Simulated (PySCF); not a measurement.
Si(H)(Et)(NH2)2, SMILES [SiH](CC)(N)N at its GFN2-xTB optimised geometry (Å):

```
15

Si    -0.7607    -0.6537     0.0000
N      0.9656    -0.6537     0.0000
N     -1.1482    -1.3273    -1.5438
C     -1.2974    -1.6399     1.5414
C     -0.9509    -0.9523     2.8571
H     -1.4385     0.6537     0.0000
H      1.4385    -0.3447     0.8331
H      1.4246    -0.2715    -0.8109
H     -0.6173    -2.1282    -1.8459
H     -2.1199    -1.4655    -1.7653
H     -0.8385    -2.6304     1.5316
H     -2.3767    -1.8015     1.5074
H     -1.3990     0.0381     2.9016
H     -1.3128    -1.5279     3.7084
H      0.1265    -0.8414     2.9587
```

Method: PBE0/def2-TZVP in PySCF. Cells within 0.4 Å of a nucleus heavier than hydrogen are left out (blank, or x).

Map of the electron localisation function on the plane z = 0.0 Å:

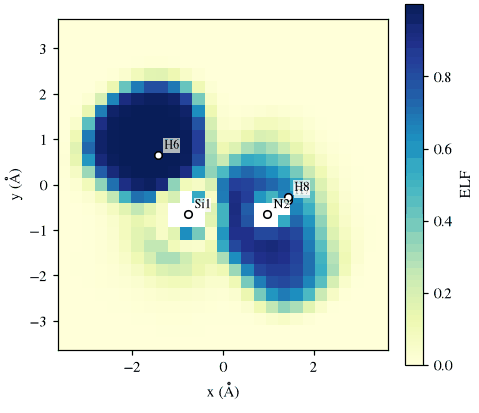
Figure: Electron localisation function on the plane z = 0.0 Å.
